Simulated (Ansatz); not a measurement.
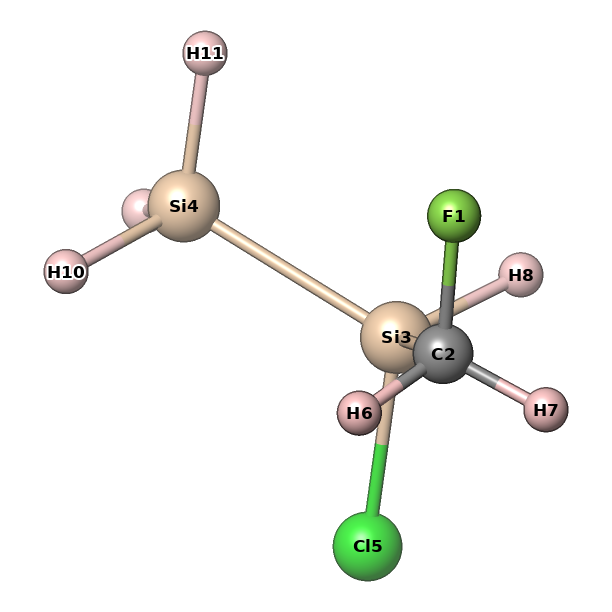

Si3 lies behind C2. The molecule seen a little off the C2–Si3 bond, C2 in front. Atoms fade into the background with distance from the viewer. The computed structure is the end point of a PBE0-D4/def2-TZVP optimisation. No frequency run is at hand to confirm it as a minimum.

> What is the torsion angle F1–C2–Si3–Cl5? The sign is positive where the front bond must turn clockwise to cover the back bond.

−176°, antiperiplanar (anti). The bonds about C2–Si3 are staggered.
